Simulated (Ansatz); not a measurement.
**CaGe2Pd2 (I4/mmm): cell relaxations under several functionals**

A script is to give cell relaxations under several functionals; the system is CaGe2Pd2 (I4/mmm).

Program: Ansatz 0.2.0, driven from Python. The levels of theory stand in the script. These are calculated values, not measurements.

**1. The system**

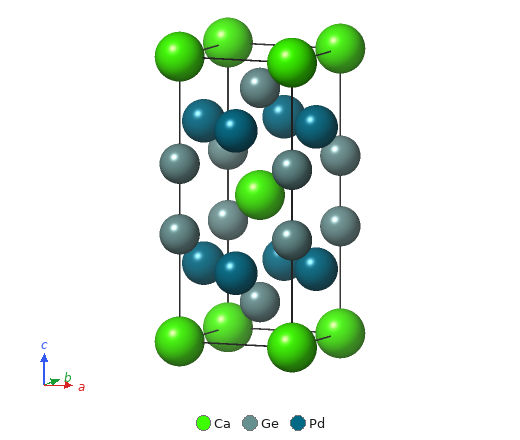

The structure that the script starts from, seen slightly off an axis (calcium green, germanium teal, palladium blue). The cell is the conventional one. Atoms on cell faces are repeated.

The script reads cage2pd2.vasp:

```text
CaGe2Pd2
1.0
  -2.15458043    2.15458043    5.05605255
   2.15458043   -2.15458043    5.05605255
   2.15458043    2.15458043   -5.05605255
Ca Ge Pd
1 2 2
Direct
   0.00000000    0.00000000    0.00000000
   0.37621420    0.37621420    0.00000000
   0.62378580    0.62378580    0.00000000
   0.75000000    0.25000000    0.50000000
   0.25000000    0.75000000    0.50000000
```

**2. The script**

Input file run_lattice.py:

```python
"""How the lattice of CaGe2Pd2 depends on the functional."""

import warnings

import ansatz as az
from ase.io import read
import numpy as np

def edges_and_angles(cell):
    cell = np.asarray(cell)
    a, b, c = np.linalg.norm(cell, axis=1)
    cosines = cell[1] @ cell[2] / (b * c), cell[0] @ cell[2] / (a * c), cell[0] @ cell[1] / (a * b)
    return (a, b, c, *np.degrees(np.arccos(cosines)))

warnings.simplefilter("ignore", az.DeckWarning)

atoms = read("cage2pd2.vasp", format="vasp")
system = az.Crystal.from_ase(atoms)

job = (
    system.calculation()
    .kpoints(spacing=0.27)
    .basis(41 * az.Ry)
    .occupations("fermi_dirac", width=0.1)
    .relax(cell=True, force_tolerance=0.005)
)

levels = [("pbesol", "d3bj"), ("lda", "none"), ("blyp", "d3bj")]
print("level            a       b       c    alpha   beta  gamma  V/atom  steps")
for name, dispersion in levels:
    seen = []
    run = job.functional(name, dispersion=dispersion).session().plan()
    outcome = run.execute(on_event=lambda e: seen.append(e) if e["event"] == "relax_step" else None)
    cell = outcome.lattice.cell_ang
    label = name if dispersion == "none" else f"{name}+{dispersion}"
    print("{:13s} {:7.4f} {:7.4f} {:7.4f} {:6.2f} {:6.2f} {:6.2f}".format(label, *edges_and_angles(cell)), f"{abs(np.linalg.det(cell)) / len(outcome.lattice.sites):7.3f} {len(seen):5d}")
```

**3. The calls as engine input**

The engine receives this input (first run):

```yaml
crystal:
  lattice:
    - [-2.15458043, 2.15458043, 5.05605255]
    - [2.15458043, -2.15458043, 5.05605255]
    - [2.15458043, 2.15458043, -5.05605255]
  atoms:
    - { symbol: Ca, position: [0.0, 0.0, 0.0] }
    - { symbol: Ge, position: [0.3762142, 0.3762142, 0.0] }
    - { symbol: Ge, position: [0.6237858, 0.6237858, 0.0] }
    - { symbol: Pd, position: [0.75, 0.25, 0.5] }
    - { symbol: Pd, position: [0.25, 0.75, 0.5] }
basis:
  ecutwfc: 557.833418042754
kpoints:
  mp_grid:
    kspacing: 0.27
hamiltonian:
  xc: pbesol
  dispersion: d3bj
scf:
  occupations:
    method: fermi_dirac
    width: 0.1
relax:
  f_tol: 0.005
  cell: {}
```

**4. Running it**

Launch:

```console
> python run_lattice.py
```

The program printed:

```text
level            a       b       c    alpha   beta  gamma  V/atom  steps
pbesol+d3bj    5.8479  5.8479  5.8479 138.08 138.08  60.77  17.657     7
lda            5.8410  5.8410  5.8410 137.77 137.77  61.25  17.800     6
blyp+d3bj      5.8845  5.8845  5.8845 137.37 137.37  61.87  18.474     6
```

Wall time 4.1 min (1 thread of Arm Neoverse V2, shared host); peak memory 0.76 GiB.

**5. What changed from run to run**

The engine's inputs for the other runs:

Run 2, against run 1:

```diff
@@ -18,2 +18,2 @@
-  xc: pbesol
-  dispersion: d3bj
+  xc: lda
+  dispersion: none
```

Run 3, against run 1:

```diff
@@ -18 +18 @@
-  xc: pbesol
+  xc: blyp
```

Lines on the test bed's own set-up are left out of the output.

**6. The engine's runs**

The 3 runs, in the order started:

```csv
run,functional,dispersion,energy (eV/atom),final volume (Å³/atom),SCF cycles in all,CPU time (s)
1,pbesol,d3bj,-4824.0078,17.66,49,87
2,lda,none,-4779.4222,17.80,44,77
3,blyp,d3bj,-4883.3275,18.47,42,78
```

Energies are free energies F = E - TS of the smeared occupations. Totals hang on method, basis and potentials, so only like runs compare.

**7. Path of the relaxation of run 1**

Relaxation path:

```csv
step,E - E(step 1) (eV/cell),largest force component (eV/Å),pressure (GPa),volume (Å³)
1,0.0000,0.1295,-5.85,93.89
2,-0.1019,0.2062,1.18,87.74
3,-0.1068,0.0542,-0.03,88.46
4,-0.1077,0.0005,-0.05,88.35
5,-0.1077,0.0120,0.00,88.30
6,-0.1077,0.0000,0.00,88.28
7,-0.1075,0.0001,0.00,88.28
```

Step 1 is the start. Step 7 repeats the geometry before it on a plane-wave basis chosen anew for that cell, so its energy need not be comparable with the rows above.

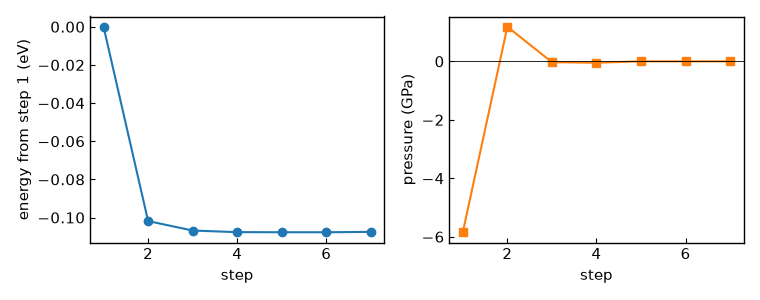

Energy and pressure along the relaxation.

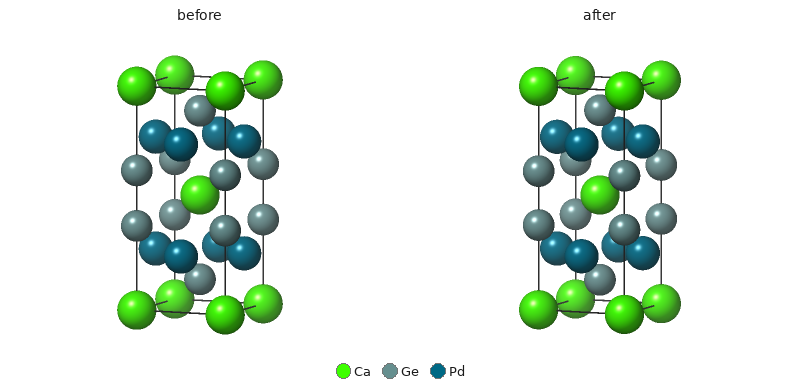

The structure before (left) and after (right) the relaxation, drawn at the same scale. The change is too small to see at this scale.

Lengths and angles in the start's conventional setting:

|  | before | after | change |
| --- | --- | --- | --- |
| a (Å) | 4.309 | 4.183 | -2.9 % |
| b (Å) | 4.309 | 4.183 | -2.9 % |
| c (Å) | 10.112 | 10.089 | -0.2 % |
| volume (Å³/atom) | 18.78 | 17.66 | -6.0 % |
| shortest distance (Å) | 2.503 | 2.435 | -2.7 % |
| space group (0.01 Å) | I4/mmm | I4/mmm | same |

The run keeps the 16 symmetry operations of the start, so it could not have lowered the symmetry.

**8. How the relaxation of run 3 went**

The steps of the relaxation:

```csv
step,E - E(step 1) (eV/cell),largest force component (eV/Å),pressure (GPa),volume (Å³)
1,0.0000,0.2917,-1.07,93.89
2,-0.0117,0.1045,0.04,92.52
3,-0.0126,0.0026,0.06,92.36
4,-0.0127,0.0035,0.01,92.38
5,-0.0127,0.0002,0.00,92.37
6,-0.0127,0.0002,0.00,92.37
```

Step 1 is the start. Step 6 repeats the geometry before it on a plane-wave basis chosen anew for that cell, so its energy need not be comparable with the rows above.

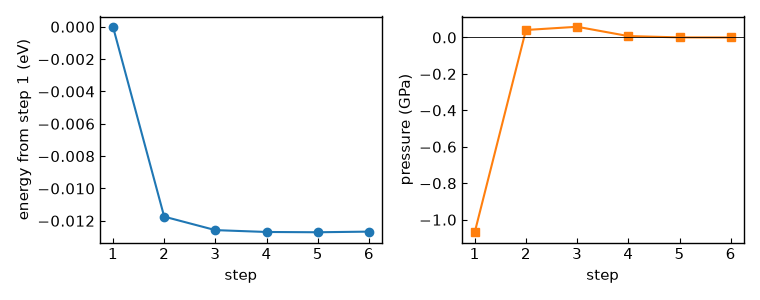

Energy and pressure along the relaxation.

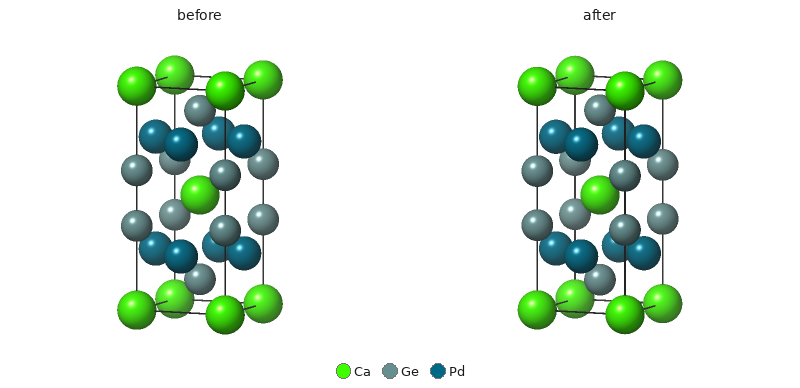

The structure before (left) and after (right) the relaxation, drawn at the same scale. The change is too small to see at this scale.

Lengths and angles in the start's conventional setting:

|  | before | after | change |
| --- | --- | --- | --- |
| a (Å) | 4.309 | 4.278 | -0.7 % |
| b (Å) | 4.309 | 4.278 | -0.7 % |
| c (Å) | 10.112 | 10.095 | -0.2 % |
| volume (Å³/atom) | 18.78 | 18.47 | -1.6 % |
| shortest distance (Å) | 2.503 | 2.443 | -2.4 % |
| space group (0.01 Å) | I4/mmm | I4/mmm | same |

The run keeps the 16 symmetry operations of the start, so it could not have lowered the symmetry.

**9. What came out**

| quantity | value |
| --- | --- |
| runs compared | 3 |
| relaxed volume | 17.66 (pbesol d3bj) to 18.47 Å³/atom (blyp d3bj) |

**Reading.** From smallest to largest: PBEsol+D3BJ (17.66 Å³ an atom, -6.0 % against the start), LDA (17.80 Å³ an atom, -5.2 % against the start) and BLYP+D3BJ (18.47 Å³ an atom, -1.6 % against the start). The spread is 4.6 % in volume. In run 1, the volume shrank by 6.0 % over 5 moves, and the space group stayed I4/mmm. In run 3, over 4 moves the cell shrank by 1.6 % in volume, and the space group stayed I4/mmm. What to keep in mind:
- BLYP and dispersion corrections can be off by several per cent in the lattices of metals, and by several GPa in the pressure at a fixed cell.
- Edges and angles that the script prints are those of the cell as typed, here a primitive one.
- The structure comes from a database of computed cells and needn't be a stable or known phase.
